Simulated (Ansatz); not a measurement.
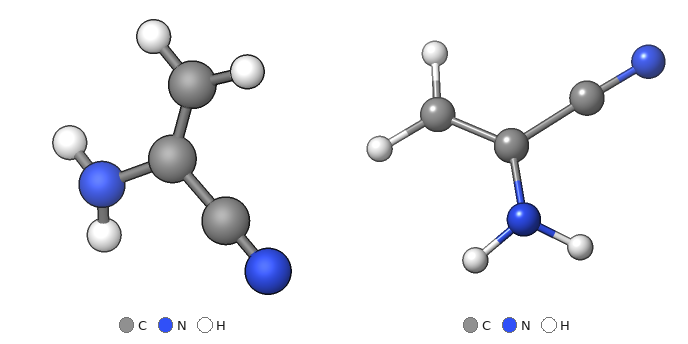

Two views of one molecule.

What does the picture show?

The molecule is C3H4N2. SMILES: `C=C(N)C#N`. It has no ring. Among its groups: nitrile, alkene. The point group is C1. Coordination, clear cases only: 2 C trigonal planar; 1 C linear.

More results for the same structure follow; atom numbers are the same in all pictures, views and colours differ. The computed structure is the end point of a PBE0-D4/def2-TZVP optimisation.

## Geometry

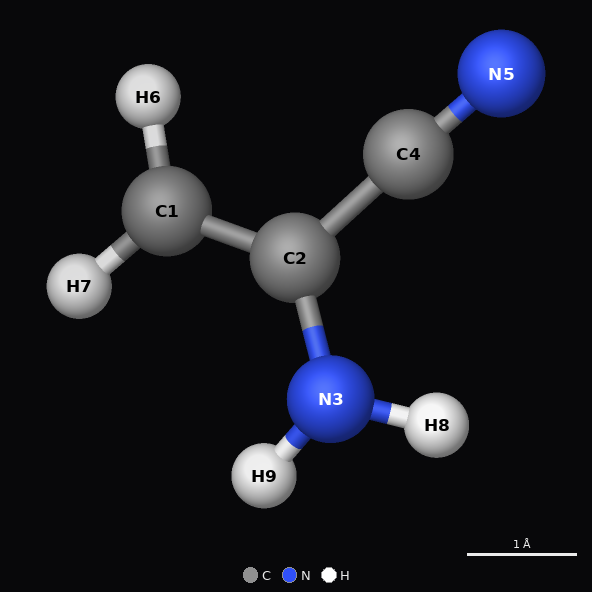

Numbered structure.

List the bonds and their lengths.

```json
{"bond": "C1–C2", "length (Å)": "1.338", "order": "double"}
{"bond": "C1–H6", "length (Å)": "1.079", "order": "single"}
{"bond": "C1–H7", "length (Å)": "1.083", "order": "single"}
{"bond": "C2–N3", "length (Å)": "1.384", "order": "single"}
{"bond": "C2–C4", "length (Å)": "1.436", "order": "single"}
{"bond": "N3–H8", "length (Å)": "1.007", "order": "single"}
{"bond": "N3–H9", "length (Å)": "1.007", "order": "single"}
{"bond": "C4–N5", "length (Å)": "1.151", "order": "triple"}
```

## Charges

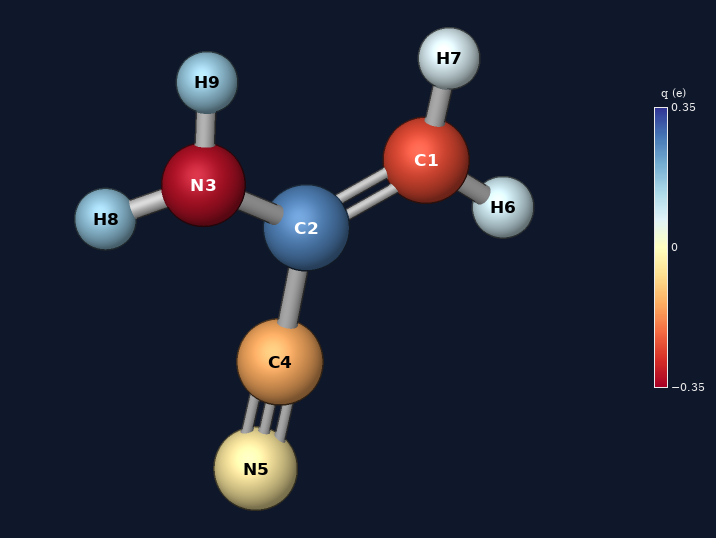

Atoms are coloured by their Mulliken charges. Properties computed with RKS r2SCAN-D4/def2-TZVPP (Ansatz 0.2.0).

List the Mulliken charges.

| atom | value (e) |
| --- | --- |
| C1 | −0.25 |
| C2 | 0.26 |
| N3 | −0.32 |
| C4 | −0.14 |
| N5 | −0.04 |
| H6 | 0.09 |
| H7 | 0.07 |
| H8 | 0.17 |
| H9 | 0.16 |

## Levels of theory compared

Program: Ansatz 0.2.0.

At this fixed geometry, give HOMO–LUMO gap (eV), dipole (D) at these levels: B3LYP-D4/def2-TZVPP; PBE-D4/def2-TZVPP; r2SCAN-D4/def2-TZVPP; ωB97M-V/def2-TZVPP.

```
               level  HOMO–LUMO gap (eV)  dipole (D)
 B3LYP-D4/def2-TZVPP                5.49        4.18
   PBE-D4/def2-TZVPP                3.85        4.15
r2SCAN-D4/def2-TZVPP                4.20        4.23
  ωB97M-V/def2-TZVPP               10.23        4.12
```

## Vibrations

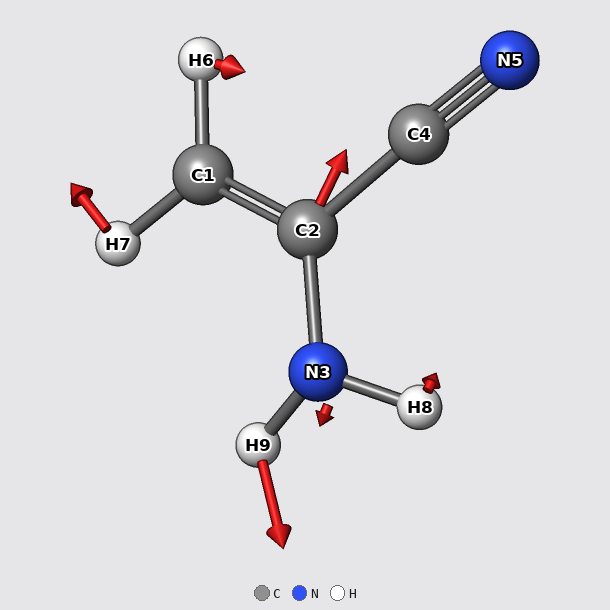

The arrows show one normal mode. Harmonic vibrations computed with RKS PBE0-D4/def2-TZVP (Ansatz 0.2.0) at a stationary point of the same level.

Estimate its harmonic wavenumber.

Answer. 1390 cm⁻¹; it is mode 13 of 21 counted from the lowest.

Mulliken values depend strongly on the basis set and can even reverse the polarity of a bond.
